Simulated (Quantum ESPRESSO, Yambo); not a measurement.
# MgO (Fm-3m): a self-consistent loop beyond G0W0, cycle by cycle, part 2 of 2

Wanted: G0W0 and self-consistent gaps of MgO (Fm-3m), with the cost of the cycles.

Quantum ESPRESSO 7.5 and Yambo 5.3.0; PBE and many-body steps on it, plane waves. Known limits of the many-body steps: not at the basis limit; coarse k mesh.

So far. Step 4 (G0W0): The gap on the mesh goes from 4.89 eV to 7.16 eV, a correction of +2.27 eV. Step 5 (evGW0, cycle 1): Against G0W0 in Yambo (4×4×4 mesh, 84 bands, screening to 210.9 eV, Godby-Needs plasmon pole), the gap moves by +0.253 eV.

### Step 6. evGW0, cycle 2

Level of this step: evGW0 on PBE, plane waves, norm-conserving pseudopotentials (Yambo).

The corrected levels of the last cycle go back in.

File gw3.in:

```
HF_and_locXC
gw0
dyson
ppa
em1d
rim_cut
RandQpts= 1000000
RandGvec= 1 RL
EXXRLvcs= 76 Ry
VXCRLvcs= 304 Ry
Chimod= "HARTREE"
% BndsRnXp
 1 | 84 |
%
NGsBlkXp= 15.5 Ry
% LongDrXp
 1 | 1 | 1 |
%
% GbndRnge
 1 | 84 |
%
DysSolver= "n"
ExtendOut
PPAPntXp= 27.21138 eV
% QPkrange
 1 | 8 | 6 | 12 |
%
GfnQPdb= "E < ./gw2_fix/ndb.QP"
```

The run is started by

```bash
> OMP_NUM_THREADS=1 mpirun -n 4 yambo -F gw3.in -J gw3,gw1_W -C gw3 > gw3.log
```

The program printed:

```text
 Yambo, version 5.3.0

 [02] CORE Variables Setup
 =========================

  [... cell, symmetries and grids as in the set-up ...]

  [02.05] Energies & Occupations
  ==============================

  [X] === General ===
  [X] Electronic Temperature                        :  0.000000  0.000000 [eV K]
  [X] Bosonic    Temperature                        :  0.000000  0.000000 [eV K]
  [X] Finite Temperature mode                       : no
  [X] El. density                                   :  0.86755E+24 [cm-3]
[...]
Sx RL components                                 :  1459

   QP @ state[ 1 ] K range                          :   1   8
   QP @ state[ 1 ] b range                          :   6  12
   GF energies kind                                 : Perdew, Burke & Ernzerhof(X)+Perdew, Burke & Ernzerhof(C)+ E < ./gw1/ndb.QP + @E Fit+ E < ./gw2_fix/
   GF WF`s kind                                     : Perdew, Burke & Ernzerhof(X)+Perdew, Burke & Ernzerhof(C)
   Xs energies kind                                 : Perdew, Burke & Ernzerhof(X)+Perdew, Burke & Ernzerhof(C)
   Xs WF`s kind                                     : Perdew, Burke & Ernzerhof(X)+Perdew, Burke & Ernzerhof(C)

 [13] Game Over & Game summary
```

Elapsed: 87 s, on 4 MPI ranks of Arm Neoverse V1, shared host; peak memory 1.2 GiB.

This step gave:

* quasiparticle gap on the mesh: 7.442 eV
* gap of the density functional on the mesh: 4.895 eV
* k of the valence top: 0, 0, 0
* k of the conduction bottom: 0, 0, 0
* least direct quasiparticle gap on the computed points: 7.442 eV

Against the cycle before, the gap moves by +0.027 eV.

The program's own table gives 7.772 eV, which is too large where the input levels are shifted: this version takes Σc at the unshifted level E₀, yet steps from the shifted one. The value above is the Newton step from E₀, E₀ + Z(Σc + Σx − Vxc), rebuilt from the printed columns.

### Step 7. evGW0, cycle 3

gw4.in, as its differences from gw3.in of step 6:

```diff
@@ -27,2 +27,2 @@
 %
-GfnQPdb= "E < ./gw2_fix/ndb.QP"
+GfnQPdb= "E < ./gw3_fix/ndb.QP"
```

The run is started by

```bash
> OMP_NUM_THREADS=1 mpirun -n 4 yambo -F gw4.in -J gw4,gw1_W -C gw4 > gw4.log
```

The program printed:

```text
 Yambo, version 5.3.0

 [02] CORE Variables Setup
 =========================

  [... cell, symmetries and grids as in the set-up ...]

  [02.05] Energies & Occupations
  ==============================

  [X] === General ===
  [X] Electronic Temperature                        :  0.000000  0.000000 [eV K]
  [X] Bosonic    Temperature                        :  0.000000  0.000000 [eV K]
  [X] Finite Temperature mode                       : no
  [X] El. density                                   :  0.86755E+24 [cm-3]
[...]
Sx RL components                                 :  1459

   QP @ state[ 1 ] K range                          :   1   8
   QP @ state[ 1 ] b range                          :   6  12
   GF energies kind                                 : Perdew, Burke & Ernzerhof(X)+Perdew, Burke & Ernzerhof(C)+ E < ./gw1/ndb.QP + @E Fit+ E < ./gw2_fix/
   GF WF`s kind                                     : Perdew, Burke & Ernzerhof(X)+Perdew, Burke & Ernzerhof(C)
   Xs energies kind                                 : Perdew, Burke & Ernzerhof(X)+Perdew, Burke & Ernzerhof(C)
   Xs WF`s kind                                     : Perdew, Burke & Ernzerhof(X)+Perdew, Burke & Ernzerhof(C)

 [13] Game Over & Game summary
```

Elapsed: 87 s, on 4 MPI ranks; peak memory 1.2 GiB; 5.8 min of CPU time.

Numbers from this step:

- quasiparticle gap on the mesh: 7.445 eV
- gap of the density functional on the mesh: 4.895 eV
- k of the valence top: 0, 0, 0
- k of the conduction bottom: 0, 0, 0
- least direct quasiparticle gap on the computed points: 7.445 eV

Against the cycle before, the gap moves by +0.003 eV.

The program's own table gives 7.778 eV, which is too large where the input levels are shifted: this version takes Σc at the unshifted level E₀, yet steps from the shifted one. The value above is the Newton step from E₀, E₀ + Z(Σc + Σx − Vxc), rebuilt from the printed columns.

### Step 8. evGW, cycle 1

This step: evGW on PBE, plane waves, norm-conserving pseudopotentials.

gw5.in, as its differences from gw4.in of step 7:

```diff
@@ -27,2 +27,3 @@
 %
-GfnQPdb= "E < ./gw3_fix/ndb.QP"
+GfnQPdb= "E < ./gw1/ndb.QP"
+XfnQPdb= "E < ./gw1/ndb.QP"
```

The run is started by

```bash
> OMP_NUM_THREADS=1 mpirun -n 4 yambo -F gw5.in -J gw5 -C gw5 > gw5.log
```

The program printed:

```text
 Yambo, version 5.3.0

 [02] CORE Variables Setup
 =========================

  [... cell, symmetries and grids as in the set-up ...]

  [02.05] Energies & Occupations
  ==============================

  [X] === General ===
  [X] Electronic Temperature                        :  0.000000  0.000000 [eV K]
  [X] Bosonic    Temperature                        :  0.000000  0.000000 [eV K]
  [X] Finite Temperature mode                       : no
  [X] El. density                                   :  0.86755E+24 [cm-3]
[...]
Sx RL components                                 :  1459

   QP @ state[ 1 ] K range                          :   1   8
   QP @ state[ 1 ] b range                          :   6  12
   GF energies kind                                 : Perdew, Burke & Ernzerhof(X)+Perdew, Burke & Ernzerhof(C)+ E < ./gw1/ndb.QP + @E Fit
   GF WF`s kind                                     : Perdew, Burke & Ernzerhof(X)+Perdew, Burke & Ernzerhof(C)
   Xs energies kind                                 : Perdew, Burke & Ernzerhof(X)+Perdew, Burke & Ernzerhof(C)
   Xs WF`s kind                                     : Perdew, Burke & Ernzerhof(X)+Perdew, Burke & Ernzerhof(C)

 [15] Game Over & Game summary
```

Wall time 99 s (4 MPI ranks); peak memory 1.2 GiB; 6.5 min of CPU time.

Numbers from this step:

```yaml
quasiparticle_gap_on_the_mesh: 7.900 eV
gap_of_the_density_functional_on_the_mesh: 4.895 eV
k_of_the_valence_top: 0, 0, 0
k_of_the_conduction_bottom: 0, 0, 0
least_direct_quasiparticle_gap_on_the_computed_points: 7.900 eV
```

Against G0W0 in Yambo (4×4×4 mesh, 84 bands, screening to 210.9 eV, Godby-Needs plasmon pole), the gap moves by +0.738 eV.

The program's own table gives 8.165 eV, which is too large where the input levels are shifted: this version takes Σc at the unshifted level E₀, yet steps from the shifted one. The value above is the Newton step from E₀, E₀ + Z(Σc + Σx − Vxc), rebuilt from the printed columns.

### Step 9. evGW, cycle 2

gw6.in, as its differences from gw5.in of step 8:

```diff
@@ -27,3 +27,3 @@
 %
-GfnQPdb= "E < ./gw1/ndb.QP"
-XfnQPdb= "E < ./gw1/ndb.QP"
+GfnQPdb= "E < ./gw5_fix/ndb.QP"
+XfnQPdb= "E < ./gw5_fix/ndb.QP"
```

The run is started by

```bash
> OMP_NUM_THREADS=1 mpirun -n 4 yambo -F gw6.in -J gw6 -C gw6 > gw6.log
```

The program printed:

```text
 Yambo, version 5.3.0

 [02] CORE Variables Setup
 =========================

  [... cell, symmetries and grids as in the set-up ...]

  [02.05] Energies & Occupations
  ==============================

  [X] === General ===
  [X] Electronic Temperature                        :  0.000000  0.000000 [eV K]
  [X] Bosonic    Temperature                        :  0.000000  0.000000 [eV K]
  [X] Finite Temperature mode                       : no
  [X] El. density                                   :  0.86755E+24 [cm-3]
[...]
Sx RL components                                 :  1459

   QP @ state[ 1 ] K range                          :   1   8
   QP @ state[ 1 ] b range                          :   6  12
   GF energies kind                                 : Perdew, Burke & Ernzerhof(X)+Perdew, Burke & Ernzerhof(C)+ E < ./gw1/ndb.QP + @E Fit+ E < ./gw5_fix/
   GF WF`s kind                                     : Perdew, Burke & Ernzerhof(X)+Perdew, Burke & Ernzerhof(C)
   Xs energies kind                                 : Perdew, Burke & Ernzerhof(X)+Perdew, Burke & Ernzerhof(C)
   Xs WF`s kind                                     : Perdew, Burke & Ernzerhof(X)+Perdew, Burke & Ernzerhof(C)

 [15] Game Over & Game summary
```

Elapsed: 99 s, on 4 MPI ranks; peak memory 1.2 GiB.

This step gave:

| Quantity | Value |
| --- | --- |
| quasiparticle gap on the mesh | 8.106 eV |
| gap of the density functional on the mesh | 4.895 eV |
| k of the valence top | 0, 0, 0 |
| k of the conduction bottom | 0, 0, 0 |
| least direct quasiparticle gap on the computed points | 8.106 eV |

Against the cycle before, the gap moves by +0.206 eV.

The program's own table gives 8.433 eV, which is too large where the input levels are shifted: this version takes Σc at the unshifted level E₀, yet steps from the shifted one. The value above is the Newton step from E₀, E₀ + Z(Σc + Σx − Vxc), rebuilt from the printed columns.

### Step 10. evGW, cycle 3

gw7.in, as its differences from gw6.in of step 9:

```diff
@@ -27,3 +27,3 @@
 %
-GfnQPdb= "E < ./gw5_fix/ndb.QP"
-XfnQPdb= "E < ./gw5_fix/ndb.QP"
+GfnQPdb= "E < ./gw6_fix/ndb.QP"
+XfnQPdb= "E < ./gw6_fix/ndb.QP"
```

The run is started by

```bash
> OMP_NUM_THREADS=1 mpirun -n 4 yambo -F gw7.in -J gw7 -C gw7 > gw7.log
```

The program printed:

```text
 Yambo, version 5.3.0

 [02] CORE Variables Setup
 =========================

  [... cell, symmetries and grids as in the set-up ...]

  [02.05] Energies & Occupations
  ==============================

  [X] === General ===
  [X] Electronic Temperature                        :  0.000000  0.000000 [eV K]
  [X] Bosonic    Temperature                        :  0.000000  0.000000 [eV K]
  [X] Finite Temperature mode                       : no
  [X] El. density                                   :  0.86755E+24 [cm-3]
[...]
Sx RL components                                 :  1459

   QP @ state[ 1 ] K range                          :   1   8
   QP @ state[ 1 ] b range                          :   6  12
   GF energies kind                                 : Perdew, Burke & Ernzerhof(X)+Perdew, Burke & Ernzerhof(C)+ E < ./gw1/ndb.QP + @E Fit+ E < ./gw5_fix/
   GF WF`s kind                                     : Perdew, Burke & Ernzerhof(X)+Perdew, Burke & Ernzerhof(C)
   Xs energies kind                                 : Perdew, Burke & Ernzerhof(X)+Perdew, Burke & Ernzerhof(C)
   Xs WF`s kind                                     : Perdew, Burke & Ernzerhof(X)+Perdew, Burke & Ernzerhof(C)

 [15] Game Over & Game summary
```

Run time: 99 s. Hardware: 4 MPI ranks; peak memory 1.2 GiB.

Numbers from this step:

```yaml
quasiparticle_gap_on_the_mesh: 8.159 eV
gap_of_the_density_functional_on_the_mesh: 4.895 eV
k_of_the_valence_top: 0, 0, 0
k_of_the_conduction_bottom: 0, 0, 0
least_direct_quasiparticle_gap_on_the_computed_points: 8.159 eV
```

Against the cycle before, the gap moves by +0.053 eV.

The program's own table gives 8.502 eV, which is too large where the input levels are shifted: this version takes Σc at the unshifted level E₀, yet steps from the shifted one. The value above is the Newton step from E₀, E₀ + Z(Σc + Σx − Vxc), rebuilt from the printed columns.

### Step 11. evGW, cycle 4

gw8.in, as its differences from gw7.in of step 10:

```diff
@@ -27,3 +27,3 @@
 %
-GfnQPdb= "E < ./gw6_fix/ndb.QP"
-XfnQPdb= "E < ./gw6_fix/ndb.QP"
+GfnQPdb= "E < ./gw7_fix/ndb.QP"
+XfnQPdb= "E < ./gw7_fix/ndb.QP"
```

The run is started by

```bash
> OMP_NUM_THREADS=1 mpirun -n 4 yambo -F gw8.in -J gw8 -C gw8 > gw8.log
```

The program printed:

```text
 Yambo, version 5.3.0

 [02] CORE Variables Setup
 =========================

  [... cell, symmetries and grids as in the set-up ...]

  [02.05] Energies & Occupations
  ==============================

  [X] === General ===
  [X] Electronic Temperature                        :  0.000000  0.000000 [eV K]
  [X] Bosonic    Temperature                        :  0.000000  0.000000 [eV K]
  [X] Finite Temperature mode                       : no
  [X] El. density                                   :  0.86755E+24 [cm-3]
[...]
Sx RL components                                 :  1459

   QP @ state[ 1 ] K range                          :   1   8
   QP @ state[ 1 ] b range                          :   6  12
   GF energies kind                                 : Perdew, Burke & Ernzerhof(X)+Perdew, Burke & Ernzerhof(C)+ E < ./gw1/ndb.QP + @E Fit+ E < ./gw5_fix/
   GF WF`s kind                                     : Perdew, Burke & Ernzerhof(X)+Perdew, Burke & Ernzerhof(C)
   Xs energies kind                                 : Perdew, Burke & Ernzerhof(X)+Perdew, Burke & Ernzerhof(C)
   Xs WF`s kind                                     : Perdew, Burke & Ernzerhof(X)+Perdew, Burke & Ernzerhof(C)

 [15] Game Over & Game summary
```

Wall time 99 s (4 MPI ranks); peak memory 1.2 GiB.

Numbers from this step:

```yaml
quasiparticle_gap_on_the_mesh: 8.173 eV
gap_of_the_density_functional_on_the_mesh: 4.895 eV
k_of_the_valence_top: 0, 0, 0
k_of_the_conduction_bottom: 0, 0, 0
least_direct_quasiparticle_gap_on_the_computed_points: 8.173 eV
```

Against the cycle before, the gap moves by +0.014 eV.

The program's own table gives 8.520 eV, which is too large where the input levels are shifted: this version takes Σc at the unshifted level E₀, yet steps from the shifted one. The value above is the Newton step from E₀, E₀ + Z(Σc + Σx − Vxc), rebuilt from the printed columns.

### Step 12. evGW, cycle 5

gw9.in, as its differences from gw8.in of step 11:

```diff
@@ -27,3 +27,3 @@
 %
-GfnQPdb= "E < ./gw7_fix/ndb.QP"
-XfnQPdb= "E < ./gw7_fix/ndb.QP"
+GfnQPdb= "E < ./gw8_fix/ndb.QP"
+XfnQPdb= "E < ./gw8_fix/ndb.QP"
```

The run is started by

```bash
> OMP_NUM_THREADS=1 mpirun -n 4 yambo -F gw9.in -J gw9 -C gw9 > gw9.log
```

The program printed:

```text
 Yambo, version 5.3.0

 [02] CORE Variables Setup
 =========================

  [... cell, symmetries and grids as in the set-up ...]

  [02.05] Energies & Occupations
  ==============================

  [X] === General ===
  [X] Electronic Temperature                        :  0.000000  0.000000 [eV K]
  [X] Bosonic    Temperature                        :  0.000000  0.000000 [eV K]
  [X] Finite Temperature mode                       : no
  [X] El. density                                   :  0.86755E+24 [cm-3]
[...]
Sx RL components                                 :  1459

   QP @ state[ 1 ] K range                          :   1   8
   QP @ state[ 1 ] b range                          :   6  12
   GF energies kind                                 : Perdew, Burke & Ernzerhof(X)+Perdew, Burke & Ernzerhof(C)+ E < ./gw1/ndb.QP + @E Fit+ E < ./gw5_fix/
   GF WF`s kind                                     : Perdew, Burke & Ernzerhof(X)+Perdew, Burke & Ernzerhof(C)
   Xs energies kind                                 : Perdew, Burke & Ernzerhof(X)+Perdew, Burke & Ernzerhof(C)
   Xs WF`s kind                                     : Perdew, Burke & Ernzerhof(X)+Perdew, Burke & Ernzerhof(C)

 [15] Game Over & Game summary
```

The job ended after 99 s (4 MPI ranks; peak memory 1.2 GiB; 6.5 min of CPU time).

This step gave:

```yaml
quasiparticle_gap_on_the_mesh: 8.176 eV
gap_of_the_density_functional_on_the_mesh: 4.895 eV
k_of_the_valence_top: 0, 0, 0
k_of_the_conduction_bottom: 0, 0, 0
least_direct_quasiparticle_gap_on_the_computed_points: 8.176 eV
```

Against the cycle before, the gap moves by +0.003 eV.

The program's own table gives 8.524 eV, which is too large where the input levels are shifted: this version takes Σc at the unshifted level E₀, yet steps from the shifted one. The value above is the Newton step from E₀, E₀ + Z(Σc + Σx − Vxc), rebuilt from the printed columns.

### Step 13. The runs together

Times are wall times on 4 MPI ranks of Arm Neoverse V1, shared host, good to a factor of about two.

| run | mesh | bands | screening cutoff (eV) | DFT gap (eV) | gap on the mesh (eV) | direct (eV) | time |
| --- | --- | --- | --- | --- | --- | --- | --- |
| G0W0 | 4×4×4 | 84 | 210.9 | 4.895 | 7.162 | 7.162 | 98 s |
| evGW0, cycle 1 | 4×4×4 | 84 | 210.9 | 4.895 | 7.414 | 7.414 | 86 s |
| evGW0, cycle 2 | 4×4×4 | 84 | 210.9 | 4.895 | 7.442 | 7.442 | 87 s |
| evGW0, cycle 3 | 4×4×4 | 84 | 210.9 | 4.895 | 7.445 | 7.445 | 87 s |
| evGW, cycle 1 | 4×4×4 | 84 | 210.9 | 4.895 | 7.900 | 7.900 | 99 s |
| evGW, cycle 2 | 4×4×4 | 84 | 210.9 | 4.895 | 8.106 | 8.106 | 99 s |
| evGW, cycle 3 | 4×4×4 | 84 | 210.9 | 4.895 | 8.159 | 8.159 | 99 s |
| evGW, cycle 4 | 4×4×4 | 84 | 210.9 | 4.895 | 8.173 | 8.173 | 99 s |
| evGW, cycle 5 | 4×4×4 | 84 | 210.9 | 4.895 | 8.176 | 8.176 | 99 s |

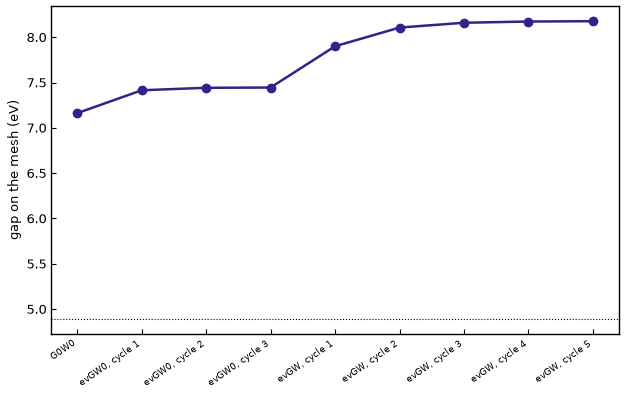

The gap through the cycles; the dotted line is the starting gap.

### Step 14. What came out

| Property | Result |
| --- | --- |
| G0W0 | 7.162 eV |
| evGW0, cycle 1 | 7.414 eV |
| evGW0, cycle 2 | 7.442 eV |
| evGW0, cycle 3 | 7.445 eV |
| evGW, cycle 1 | 7.900 eV |
| evGW, cycle 2 | 8.106 eV |
| evGW, cycle 3 | 8.159 eV |
| evGW, cycle 4 | 8.173 eV |
| evGW, cycle 5 | 8.176 eV |
| known limits | not at the basis limit; coarse k mesh |

**Reading.** evGW0 ends at 7.44 eV, +0.28 eV from G0W0, after 3 cycles that took 4.3 min beside the first screening; the last moved the gap by 0.003 eV. evGW ends at 8.18 eV, +1.01 eV from G0W0, after 5 cycles that took 8.2 min beside the first screening; the last moved the gap by 0.003 eV. Against experiment, by evGW, cycle 5: the gap of 8.18 eV lies +0.35 eV from the measured 7.83 eV (kind not stated, quoted 2009). These are gaps on the mesh, at modest bands and cutoff. The calculation has static nuclei and no excitons; a measured gap holds zero-point and thermal motion, which mostly lowers it. Bands and cutoff are finite, so the gap is not at the basis limit. The miss can reach some tenths of an eV and take either sign; the mesh is an error of its own. The 4×4×4 mesh is coarse for this cell, which bears on the long-range parts of exchange and screening.

[Paths, hosts, dates, memory and timing lines, banners, echoed tables and standing remarks are left out of the program output.]

[Logs are printed without paths, hosts, clocks, repeated set-up lines and the standing remarks that a program may print on its own settings, such as how far it seeks lower states.]

[Runs of the session that timed out or met a known fault of the program may be left out.]

[Hosts, paths, dates, database ids (printed as entryN), source tags and the programs' standing remarks are cut or masked in the printed files.]
